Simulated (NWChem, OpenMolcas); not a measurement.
CH4BFO (SMILES OCBF): the HOMO–LUMO gap, rung by rung

CH4BFO: 8 atoms, total charge 0, spin state singlet. SMILES: `OCBF`. The coordinates come from a PBE0-D4/def2-TZVP relaxation. This is one conformer, not always the lowest.

Quantity: the HOMO–LUMO gap, in eV. The values are calculated.

```tsv
level	kind	program	value (eV)	CPU time
HF/def2-SVPD	Hartree–Fock	OpenMolcas	14.59	18 s
SVWN5/def2-SVPD	LDA	OpenMolcas	4.87	47 s
PBE/def2-SVPD	GGA	OpenMolcas	5.00	72 s
revPBE/def2-SVPD	GGA	OpenMolcas	5.07	74 s
M06-L/def2-SVPD	meta-GGA	OpenMolcas	5.91	91 s
BHLYP/def2-SVPD	global hybrid	OpenMolcas	10.44	74 s
M06-2X/def2-SVPD	hybrid meta-GGA	NWChem	10.37	27 s
PBE0/def2-SVPD	global hybrid	NWChem	7.73	23 s
```

The values span 4.87 to 14.59 eV. Orbital gaps aren't excitation energies; they tend to grow with the share of exact exchange. Times are those of the runs behind each value, whatever else they computed, on shared processors of several kinds: orders of magnitude only.

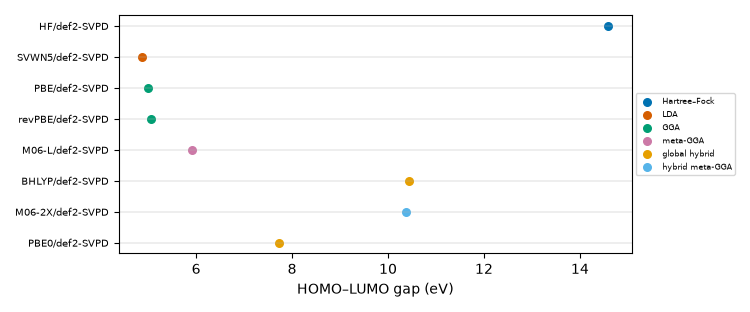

The values of the table, level by level.
